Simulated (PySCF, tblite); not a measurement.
C₅H₈F₂OSi, SMILES FC(F)O[C@@H]1C=CC[SiH2]1, geometry in Å:

```xyz
17

F      3.7496    -0.1143     0.6756
C      2.5800    -0.5333     0.1749
F      2.2956    -1.7051     0.8354
O      1.6559     0.4001     0.3801
C      0.3773     0.0989    -0.2285
C     -0.4085     1.3702    -0.3457
C     -1.6460     1.3854     0.1199
C     -2.2073     0.1473     0.7532
Si    -0.7220    -1.0483     0.8669
H      2.7308    -0.8193    -0.8883
H      0.5823    -0.3026    -1.2327
H      0.0682     2.2236    -0.8015
H     -2.2761     2.2602     0.0512
H     -2.6549     0.3921     1.7171
H     -3.0174    -0.2454     0.1359
H     -0.9437    -2.3398     0.2144
H     -0.1707    -1.1577     2.2115
```

GIAO shifts, PBE0/pcSseg-1 with PySCF, at a GFN2-xTB geometry (a minimum by its frequencies), against H₂O for ¹⁷O computed at the same level (¹⁷O: a single water molecule, while the usual scale starts at liquid water and gives values some tens of ppm lower). Gas phase, fully decoupled, line heights follow the number of nuclei, widths are arbitrary (no quadrupolar broadening); values of one conformer, averaged over methyl-type rotors and exact or near symmetry; other conformers aren't averaged in.

Q: Predict the ¹⁷O spectrum.

A: 1 signal.


```tsv
δ (ppm)	nuclei	atoms
123.7	1	O4
```

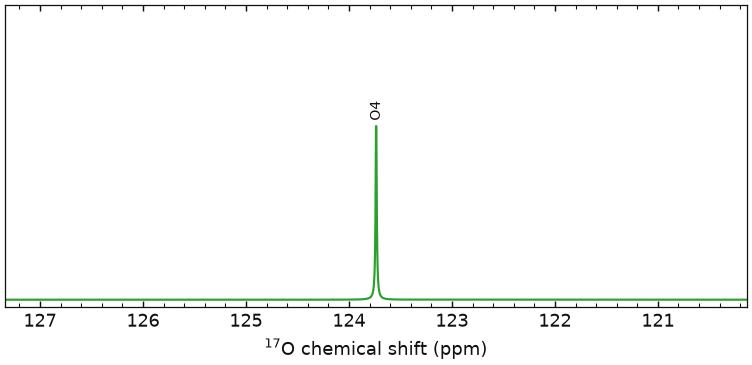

Note: the tight-binding geometry is rougher than a DFT one and adds to the error.
